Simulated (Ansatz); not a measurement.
A series of calculations on CH7ClSi

## 1. Relaxation

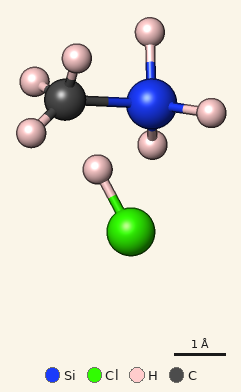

CH7ClSi (started from a transition state, displaced along its imaginary mode), before the relaxation. Style: ball-and-stick. Shown at a tilt.

These are results of RKS PBE0-D4/def2-TZVP in Ansatz 0.2.0, not measurements.

The input:
```yaml
crystal:
  periodic: [false, false, false]
  atoms:
    - {symbol: Si, position_ang: [-0.944516, 0.245723, -0.240673]}
    - {symbol: Cl, position_ang: [0.500376, -1.606730, -1.647063]}
    - {symbol: H, position_ang: [-0.929669, 0.849584, -1.603073]}
    - {symbol: H, position_ang: [-1.487210, 1.261039, 0.680402]}
    - {symbol: H, position_ang: [-1.783810, -0.977814, -0.096518]}
    - {symbol: H, position_ang: [0.672513, -0.769175, -0.538169]}
    - {symbol: C, position_ang: [0.775283, 0.176760, 0.652482]}
    - {symbol: H, position_ang: [1.745738, -0.341281, 0.554572]}
    - {symbol: H, position_ang: [0.425739, -0.075554, 1.653011]}
    - {symbol: H, position_ang: [1.025556, 1.237449, 0.584829]}
basis:
  gaussian: {orbitals: def2-TZVP}
hamiltonian: {xc: pbe0, dispersion: d4}
relax: {f_tol: 0.005, max_steps: 200}
```

Run as
```bash
ansatz run in.yaml --threads 4 --pin off --events-out ev --progress --plain --max-ram 9574MiB
```

### Predict the outcome.

The largest move after the best rigid fit is that of Cl2, 1.53 Å. Largest moves by element: Cl 1.53 Å, H 1.49 Å, Si 0.45 Å, C 0.39 Å. Near-neighbour distances that change, for instance: H6–C7 1.524 → 3.150 Å, Si1–Cl2 2.738 → 4.118 Å, Si1–H6 1.932 → 2.965 Å, Cl2–H6 1.400 → 1.286 Å. Among the angles between lasting bonds that change: Si1–C7–H8 139.0° → 111.0°, H4–Si1–C7 93.6° → 111.6°, Si1–C7–H9 98.4° → 110.9°. The energy falls by 1.206 eV in 50 accepted moves (56 points after the start). Largest force component: 0.83 eV/Å at the start, 0.0013 eV/Å at the end. The line search rejected the trial steps at points 8, 16, 36, 48, 49, 51 of the run. The forces were under the threshold at step 46, but the run went on from there. Cost: 84 s on 4 threads of Arm Neoverse V1, with other jobs on the host.

History of the run:

| step | E − E(0), eV | largest force component, eV/Å | note |
| --- | --- | --- | --- |
| 0 | 0.0000 | 0.8313 |  |
| 1 | -0.3750 | 1.4724 |  |
| 2 | -0.6786 | 1.6527 |  |
| 3 | -0.9559 | 0.6956 |  |
| 4 | -1.0563 | 0.4811 |  |
| 5 | -1.0988 | 0.3791 |  |
| 6 | -1.1159 | 0.1814 |  |
| 7 | -1.1217 | 0.1196 |  |
| 8 | -1.1188 | 0.6310 | rejected |
| 9 | -1.1253 | 0.0721 |  |
| 10 | -1.1270 | 0.3361 |  |
| 12 | -1.1556 | 0.1408 |  |
| 15 | -1.1985 | 0.1073 |  |
| 17 | -1.2020 | 0.0318 |  |
| 20 | -1.2034 | 0.0258 |  |
| 22 | -1.2038 | 0.0193 |  |
| 25 | -1.2044 | 0.0469 |  |
| 27 | -1.2047 | 0.0639 |  |
| 29 | -1.2049 | 0.0149 |  |
| 32 | -1.2051 | 0.0234 |  |
| 34 | -1.2051 | 0.0188 |  |
| 37 | -1.2052 | 0.0150 |  |
| 39 | -1.2053 | 0.0426 |  |
| 41 | -1.2054 | 0.0171 |  |
| 44 | -1.2055 | 0.0247 |  |
| 46 | -1.2055 | 0.0017 |  |
| 49 | -1.2055 | 0.0434 | rejected |
| 51 | -1.2056 | 0.0313 | rejected |
| 54 | -1.2056 | 0.0131 |  |
| 56 | -1.2056 | 0.0013 |  |

The structure at the end:

```xyz
10

Si   -0.9050    0.6807   -0.1280
Cl    0.9110   -2.9169   -0.9774
H    -0.9532    1.7507   -1.1582
H    -1.9643    0.9340    0.8831
H    -1.2520   -0.6038   -0.8126
H    -0.0170   -2.0275   -0.9437
C     0.7826    0.5630    0.6608
H     1.5507    0.3580   -0.0878
H     0.8122   -0.2387    1.4018
H     1.0351    1.5003    1.1618
```

The end point in the same view:

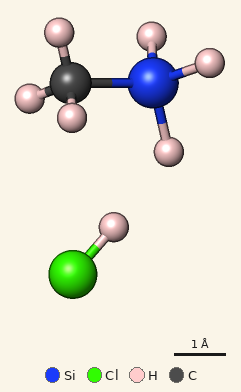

## 2. Relaxation

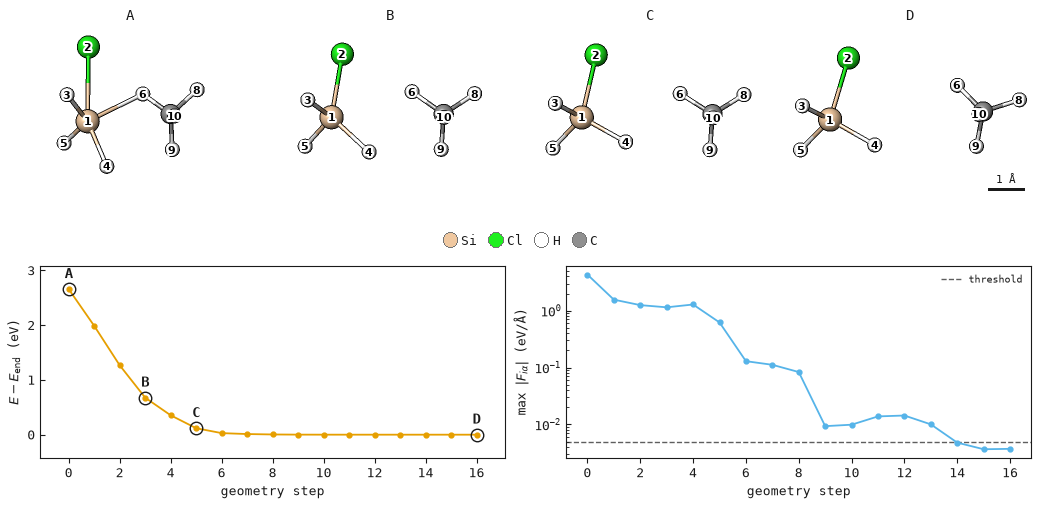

Frames of a relaxation of CH₇ClSi (started from a transition state, displaced along its imaginary mode), marked on the history of the run. A ball-and-stick model, seen at a tilt.

Computed with RKS PBE0-D4/def2-TZVP (Ansatz).

Input
```yaml
crystal:
  periodic: [false, false, false]
  atoms:
    - {symbol: Si, position_ang: [-1.012184, 0.049884, -0.507259]}
    - {symbol: Cl, position_ang: [0.203295, -1.557704, -1.786122]}
    - {symbol: H, position_ang: [-1.017238, 0.897692, -1.705616]}
    - {symbol: H, position_ang: [-1.309034, 1.091831, 0.585486]}
    - {symbol: H, position_ang: [-1.918281, -1.032951, -0.104394]}
    - {symbol: H, position_ang: [0.667142, -0.372618, -0.087932]}
    - {symbol: C, position_ang: [0.968977, 0.138379, 0.714611]}
    - {symbol: H, position_ang: [1.956750, -0.332961, 0.727235]}
    - {symbol: H, position_ang: [0.415202, -0.096343, 1.633918]}
    - {symbol: H, position_ang: [1.045372, 1.214790, 0.529874]}
basis:
  gaussian: {orbitals: def2-TZVP}
hamiltonian: {xc: pbe0, dispersion: d4}
relax: {f_tol: 0.005, max_steps: 200}
```

Run as
```bash
ansatz run in.yaml --threads 4 --pin off --events-out ev --progress --plain --max-ram 9574MiB
```

Describe the path.

The atom that moves furthest after the best rigid fit is H3 (1.29 Å). Largest moves by element: H 1.29 Å, Si 1.05 Å, C 0.91 Å, Cl 0.67 Å. Some distances before and after: Si1–H6 1.782 → 3.735 Å, Si1–C7 2.329 → 4.275 Å, Si1–Cl2 2.387 → 2.055 Å, H6–C7 0.998 → 1.090 Å. Bonds break, among them: Si1–H6 (1.78 → 3.73 Å). Among the angles between lasting bonds that change: Cl2–Si1–H4 159.2° → 108.5°, Cl2–Si1–H3 87.3° → 108.4°, Cl2–Si1–H5 88.0° → 108.4°. After 16 geometry steps the energy has fallen by 2.658 eV. The largest force component goes from 4.3 to 0.0037 eV/Å. The run took 28 s on 4 threads of Arm Neoverse V1 (shared host). From step 0 to 3: H atoms move most (0.56 Å), energy −1.982 eV. From step 3 to 5: H atoms move most (0.36 Å), energy −0.558 eV. From step 5 to 16: H6 moves most (0.56 Å), energy −0.118 eV.

```tsv
step	E − E(0), eV	largest force component, eV/Å
0	0.0000	4.3077
1	-0.6706	1.5631
2	-1.3909	1.2522
3	-1.9824	1.1458
4	-2.3041	1.2844
5	-2.5402	0.6215
6	-2.6298	0.1296
7	-2.6466	0.1119
8	-2.6543	0.0835
9	-2.6574	0.0093
10	-2.6580	0.0099
11	-2.6582	0.0139
12	-2.6583	0.0144
13	-2.6583	0.0100
14	-2.6583	0.0048
15	-2.6583	0.0037
16	-2.6583	0.0037
```

## 3. Reaction

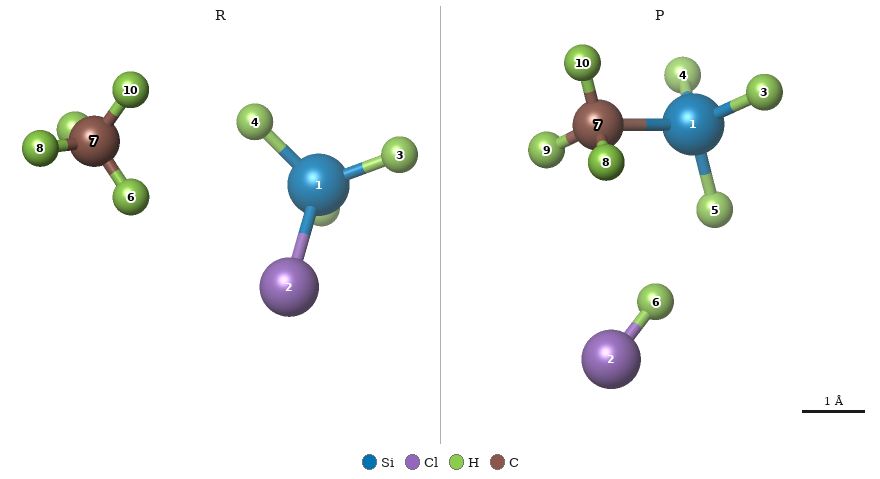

Reactant (R) and product (P) of one elementary step of CH7ClSi. A ball-and-stick model, seen at a tilt.

Stationary points at PBE0-D4/def2-TZVP, single-point energies with CCSD(T)/CBS, wB97X-V, B3LYP-D4, r2SCAN0-D4, B97M-V, PBE-QIDH (def2-TZVPP where no basis is named; Ansatz 0.2.0). The energies are electronic, without zero-point or thermal terms, and both ends are the relaxed geometries reached downhill from the saddle, with any fragments still in contact. CCSD(T)/CBS stands for a frozen-core estimate: MP2 correlation extrapolated from def2-TZVPP and def2-QZVPP, CCSD(T) minus MP2 from the smaller set.

> What is the transition state like, and how high is the barrier?

Counted by bonded pieces, R holds CH₄ + SiH₃Cl and P holds CH₆Si + HCl. From R over the saddle to P, bonds form: Si1–C7 (4.28 → 2.13 → 1.87 Å), Cl2–H6 (3.15 → 1.76 → 1.29 Å). Bonds break: Si1–Cl2 (2.05 → 2.56 → 4.12 Å), H6–C7 (1.09 → 1.25 → 3.15 Å). The saddle has one imaginary mode, 580i cm⁻¹. The end R keeps a soft imaginary mode of 24i cm⁻¹, so it isn't quite a minimum. With CCSD(T)/CBS the barrier is 65.7 kcal/mol from R and 42.6 kcal/mol from P, and P lies 23.0 kcal/mol above R.

```csv
level,barrier from R (kcal/mol),barrier from P (kcal/mol),P less R (kcal/mol)
CCSD(T)/CBS,65.7,42.6,23.0
wB97X-V,65.9,43.0,22.9
B3LYP-D4,64.8,42.1,22.8
r2SCAN0-D4,62.8,39.7,23.2
B97M-V,65.5,42.6,22.8
PBE-QIDH,64.3,41.3,23.0
```

Against CCSD(T)/CBS, B97M-V comes closest on the barrier from R (−0.2 kcal/mol) and r2SCAN0-D4 misses most (−2.8 kcal/mol).

The saddle point in the same view, with dashed sticks for the bonds that form or break:

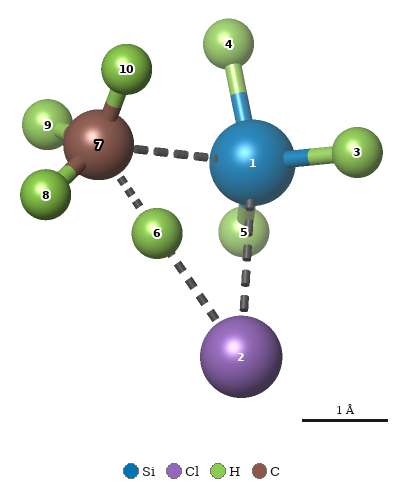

Limits of the set-up: the start holds two separate molecules, 3.0 Å apart at their closest, whose relative position is a soft coordinate.
